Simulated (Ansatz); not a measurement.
```
CELL_PARAMETERS angstrom
4.60802 0.00000 0.00000
0.00000 4.60802 0.00000
0.00000 0.00000 4.60802
ATOMIC_POSITIONS crystal
Sb 0.00000 0.50000 0.50000
Sb 0.50000 0.00000 0.50000
Sb 0.50000 0.50000 0.00000
P 0.00000 0.00000 0.00000
```

Space group Pm-3m; started from the Cu3Au (L1_2)_221 prototype, which need not be the ambient phase.

Level of theory: DFT PBE, scalar-relativistic, plane waves, PAW (Ansatz 0.2.0).

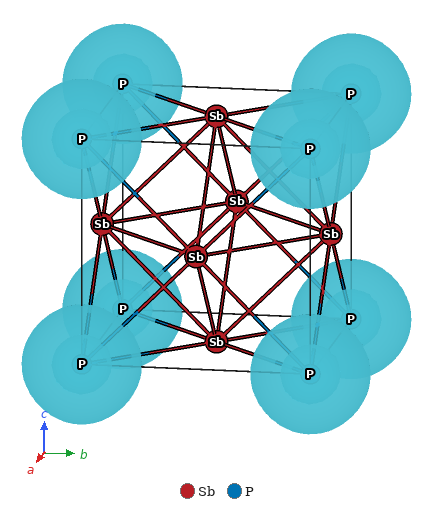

Sb$_{3}$P. Isosurface of the electron localisation function at 0.65 (cyan), seen slightly off an axis. Only the valence region is drawn (cores and ρ < 0.01 e/Å³ removed). Sticks mark near contacts.

Identify the bonds, lone pairs and shells in this picture.

At this value the surface marks out one region wrapped around P (its valence shell), counted in one cell of 4 atoms. Any copies at cell faces, edges or corners count once. Profiles from the grid: Sb–Sb (3.26 Å): the ELF is about 0.35 at the midpoint. Sb–P (3.26 Å): the ELF is about 0.25 at the midpoint: no shared electron pair shows on this line.
